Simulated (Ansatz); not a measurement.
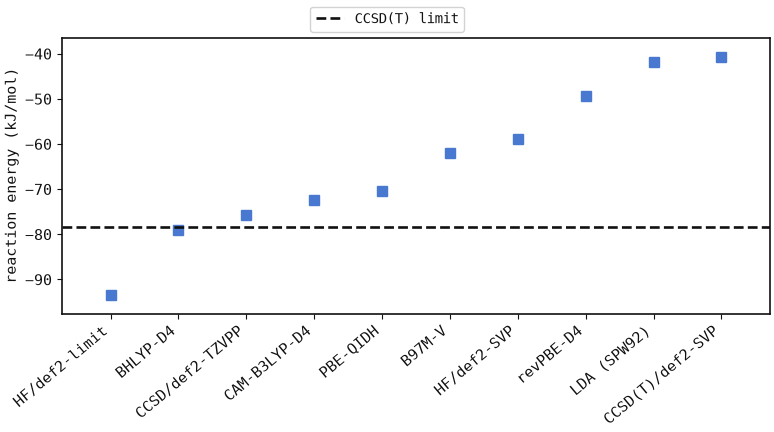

Electronic reaction energy of BSiNH₅F (NB(F)[SiH3]) → BSiNH₅F (BN[SiH2]F) (SMILES in brackets) at several levels (functionals in def2-TZVPP unless a basis is named), isolated molecules at PBE0-D4 triple-zeta geometries, minima by their frequencies, no zero-point or thermal terms, the Ansatz code 0.2.0. The line is frozen-core CCSD(T) at the basis limit (MP2 extrapolated from triple and quadruple zeta, plus CCSD(T) less MP2 in a smaller set). PBE-QIDH holds a correlation term that converges slowly with the basis, so part of the distance to the limit is basis error. No dispersion term is added to PBE-QIDH. The distance of CCSD/def2-TZVPP, HF/def2-SVP and CCSD(T)/def2-SVP to the limit includes basis error. The limit lies 4.9 kJ/mol from CCSD(T)/def2-TZVPP, so the line itself is uncertain by a part of that.

### What range do the values span, the line included?

From −93.4 kJ/mol (HF/def2-limit) to −40.7 kJ/mol (CCSD(T)/def2-SVP).

### Give the values.

| level | kJ/mol | less CCSD(T) limit |
| --- | --- | --- |
| HF/def2-limit | −93.4 | −15.1 |
| BHLYP-D4 | −79.1 | −0.8 |
| CCSD/def2-TZVPP | −75.8 | 2.5 |
| CAM-B3LYP-D4 | −72.4 | 5.9 |
| PBE-QIDH | −70.4 | 7.9 |
| B97M-V | −62.0 | 16.3 |
| HF/def2-SVP | −58.9 | 19.4 |
| revPBE-D4 | −49.3 | 29.0 |
| LDA (SPW92) | −41.9 | 36.4 |
| CCSD(T)/def2-SVP | −40.7 | 37.6 |
| CCSD(T) limit | −78.3 | 0.0 |

Note: one conformer of each flexible molecule.
